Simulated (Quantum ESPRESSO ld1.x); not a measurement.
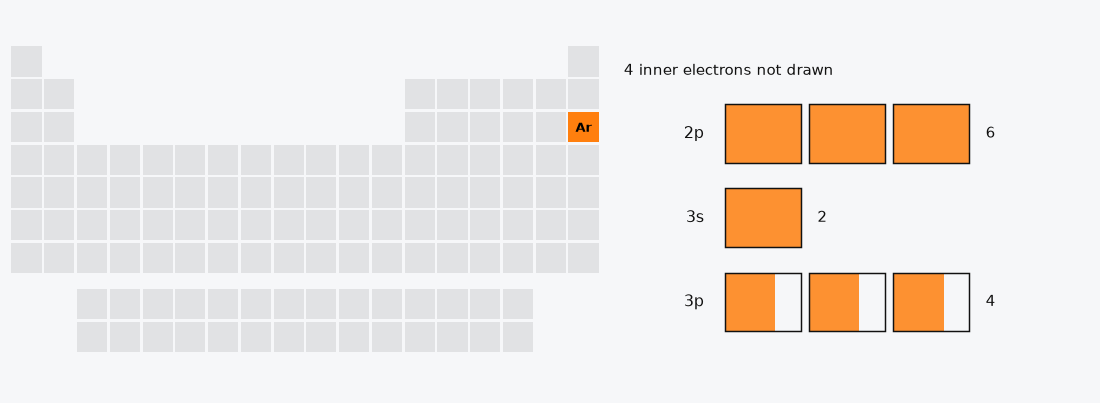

*Left, the place of argon in the periodic table; right, the outer shells as the input fills them: a box for each of the 2l + 1 orbitals, shaded by the share of the shell that is filled, with the electron count at the right.*

**Atomic calculation for Ar²⁺**

- system: Ar²⁺, configuration typed as [Ne] 3s2 3p4.
- method: radial all-electron Kohn-Sham run of Quantum ESPRESSO ld1.x with rel=2, dft='PW' as typed

**What the run reported**

| quantity | value |
| --- | --- |
| outcome | converged |
| total energy | −526.167033 hartree |
| kinetic energy | 529.047761 hartree |
| electron–nucleus energy | −1241.0821 hartree |
| Hartree energy | 214.344478 hartree |
| exchange–correlation energy | −28.477172 hartree |
| SCF iterations | 18 |
| hardware | 1 CPU thread, shared host |
| wall time | 0.69 s |

**What is odd here**

The input is odd on purpose: mesh too coarse. The program ran to the end. Its total energy differs from that of the same run with the usual input (−526.16716 hartree) by +0.00013 hartree, a small shift.

**Input**
```
 &input
    zed=18.0,
    iswitch=1,
    rel=2,
    dft='PW',
    config='[Ne] 3s2 3p4',
    lsmall=.true.,
    dx=0.1,
    prefix='ld1',
    max_out_wfc=37,
    file_charge='ld1.rho',
 /
```

Run as:
```bash
OMP_NUM_THREADS=1 ld1.x < ld1.in > ld1.out
```

**Log**
```
     Program LD1 v.7.5 starts

     --------------------------- All-electron run ----------------------------

     dirac relativistic calculation

     atomic number is 18.00
     dft =PW   lsd =0 sic =0 latt =0  beta=0.20 tr2=1.0E-14
     Exchange-correlation= PW
                           (   1   4   0   0   0   0   0)
     mesh = 155 r(mesh) =  90.88802 a.u. xmin = -8.00 dx = 0.10000
     1 Ry =  13.60569312 eV, c = 137.03599908

     n l j   nl                  e(Ry)          e(Ha)          e(eV)
     Spin orbit split results
     1 0 0.5 1S 1( 2.00)      -230.8408      -115.4204     -3140.7490
     2 0 0.5 2S 1( 2.00)       -23.9480       -11.9740      -325.8296
     2 1 0.5 2P 1( 2.00)       -19.2079        -9.6040      -261.3370
     2 1 1.5 2P 1( 4.00)       -19.0437        -9.5218      -259.1023
     3 0 0.5 3S 1( 2.00)        -3.7073        -1.8536       -50.4399
     3 1 0.5 3P 1( 2.00)        -2.6184        -1.3092       -35.6248
     3 1 1.5 3P 1( 2.00)        -2.6016        -1.3008       -35.3966
     Averaged results
     1 0     1S 1( 2.00)      -230.8408      -115.4204     -3140.7490
     2 0     2S 1( 2.00)       -23.9480       -11.9740      -325.8296
     2 1     2P 1( 6.00)       -19.0984        -9.5492      -259.8472
     3 0     3S 1( 2.00)        -3.7073        -1.8536       -50.4399
     3 1     3P 1( 4.00)        -2.6072        -1.3036       -35.4727

     final scf error:  9.1E-15 reached in  18 iterations

     Etot =   -1052.334066 Ry,    -526.167033 Ha,  -14317.734364 eV

     Ekin =    1058.095522 Ry,     529.047761 Ha,   14396.122969 eV
     Encl =   -2482.164201 Ry,   -1241.082101 Ha,  -33771.564405 eV
     Eh   =     428.688956 Ry,     214.344478 Ha,    5832.610387 eV
     Exc  =     -56.954343 Ry,     -28.477172 Ha,    -774.903315 eV

     normalization and overlap integrals

     s(1S/1S) =  1.000000  <r> =   0.0859  <r2> =    0.0099  r(max) =   0.0556
     s(1S/2S) =  0.000001
     s(1S/3S) =  0.000000
     s(2S/2S) =  1.000000  <r> =   0.4151  <r2> =    0.2046  r(max) =   0.3361
     s(2S/3S) =  0.000003
     s(2P/2P) =  1.000000  <r> =   0.3752  <r2> =    0.1751  r(max) =   0.2752
     s(2P/3P) =  0.000005
     s(2P/2P) =  1.000000  <r> =   0.3776  <r2> =    0.1772  r(max) =   0.2752
     s(2P/3P) =  0.000005
     s(3S/3S) =  1.000000  <r> =   1.3301  <r2> =    2.0378  r(max) =   1.1159
     s(3P/3P) =  1.000000  <r> =   1.4622  <r2> =    2.5049  r(max) =   1.2332
     s(3P/3P) =  1.000000  <r> =   1.4690  <r2> =    2.5278  r(max) =   1.2332

     ------------------------ End of All-electron run ------------------------
```

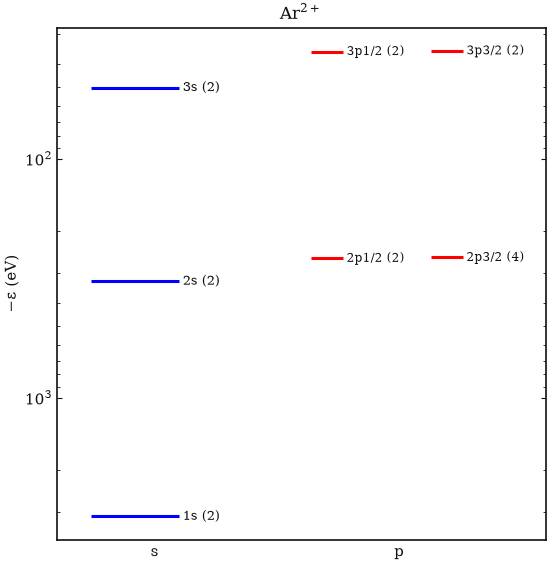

*All occupied levels, on a logarithmic scale of binding energy, are drawn by angular momentum (occupations in brackets, the lower j at the left of each column). They are the filled levels of this odd run.*

The highest occupied level is 3p3/2 at −35.4 eV. The highest 3 occupied levels, from the top down, are 3p3/2 (−35.4 eV), 3p1/2 (−35.6 eV), 3s (−50.4 eV). Spin-orbit splittings: 3p 0.228 eV, 2p 2.23 eV.
